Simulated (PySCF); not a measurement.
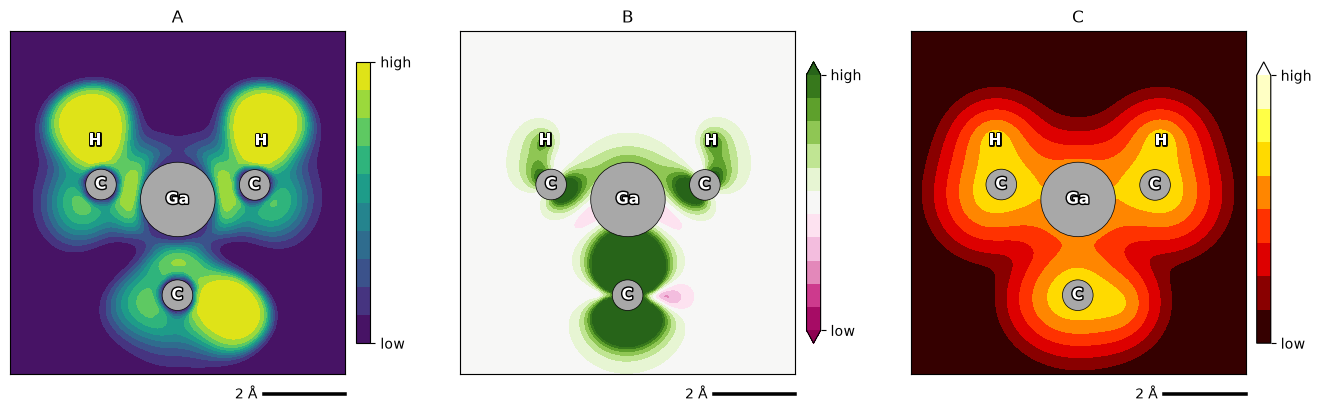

C₃H₉Ga (charge +1, doublet): 3 fields on the plane of atoms C1, Ga2 and C4, with unlabelled colour scales. Grey discs cover the atomic cores.

Geometry: PBE0-D3(BJ)/ma-def2-SVP.

Theory: DFT single point, gas phase, functional wB97X in PySCF.

> Which field does each panel show? The fields are: electron density, electron localisation function and spin density.

Panel A: electron localisation function. Panel B: spin density (confined to the atoms that carry the unpaired spin). Panel C: electron density. From the grid: C–Ga (1.93 Å): ρ is about 0.86 e/Å³ halfway; the ELF peaks at about 0.90 in the valence shell of C, 0.7 Å from its nucleus, and is about 0.60 at the midpoint. C–H (1.10 Å): ρ is about 1.9 e/Å³ halfway; the ELF climbs to about 1 towards the hydrogen, as it does in any bond to H; a covalent bond by its length.
